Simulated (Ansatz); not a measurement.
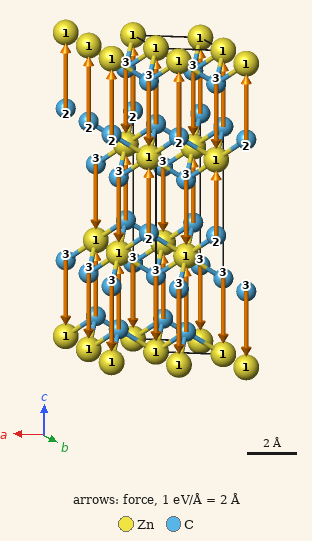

Starting geometry of solid ZnC₂ (built on the cadmium chloride_166 type) (coarse preliminary run) with the computed forces as orange arrows. A ball-and-stick model of the conventional cell (3 times the calculation's cell), repeated 2 × 2 × 1 with one cell outlined, seen from a free direction. Lengths and directions refer to the drawn axes.

Case: cadmium chloride type (R-3m, No. 166).

The calculation used Ansatz, DFT PBE, scalar-relativistic, plane waves, PAW.

The input:
```yaml
crystal:
  lattice:
    - [1.4241499014, 0.8222333289, 4.301297018]
    - [-1.4241499014, 0.8222333289, 4.301297018]
    - [0.0, -1.6444666578, 4.301297018]
  atoms:
    - { symbol: Zn, position: [0.0, 0.0, 0.0] }
    - { symbol: C, position: [0.75, 0.75, 0.75] }
    - { symbol: C, position: [0.25, 0.25, 0.25] }
basis:
  ecutwfc: 420
kpoints:
  mp_grid: { grid: [6, 6, 6] }
hamiltonian:
  xc: pbe
scf:
  occupations: { method: gaussian, width: 0.1 }
  lower_state_search: "off"
output:
  forces: true
  stress: true
  eigenvalues: true
relax:
  adjacent_minimum: "off"
  f_tol: 0.04
  max_steps: 70
  cell: { stress_tol: 0.4 }
```

Run as
```bash
ansatz run input.yaml --threads 1 --pin off --max-ram 2560MiB --backend cpu --events-out ev --progress --plain --runs-dir out
```

What follows when this structure is relaxed?

It isn't relaxed: the largest force vector, on C atoms, is 1.39 eV/Å. The atoms end up moving mostly along the starting forces (cosine between the two patterns 1.00). The largest moves relative to the cell, 1.73 Å, are those of C2 and C3. C2 goes along +c. Zn stays in place. Cell: a = b 2.848 → 2.496 Å (−12.4 %), c 12.904 → 20.773 Å (+61.0 %). Volume +23.6 %. Among the contacts that change: Zn1–C2 1.965 → 3.750 Å, C2–C3 2.707 → 1.441 Å, Zn1–Zn1 2.848 → 2.496 Å. New bonds form: C2–C3 (2.71 → 1.44 Å). Bonds break: Zn1–C2 (1.96 → 3.75 Å), Zn1–C3 (1.96 → 3.75 Å). The space group stays R-3m (No. 166). The energy falls by 9.261 eV per cell of the calculation in 34 accepted moves (38 points after the start). The largest force component goes from 1.4 to 0.00015 eV/Å. Pressure: 26.96 GPa at the start and 0.04 GPa at the end. At 4 points the geometry stayed and the basis and grid were re-selected for the new cell (energy shift of 0.144 eV per cell of the calculation at most each time). The run took 62 s on 1 thread of Arm Neoverse V1, with other jobs on the host, peak memory 0.3 GiB.
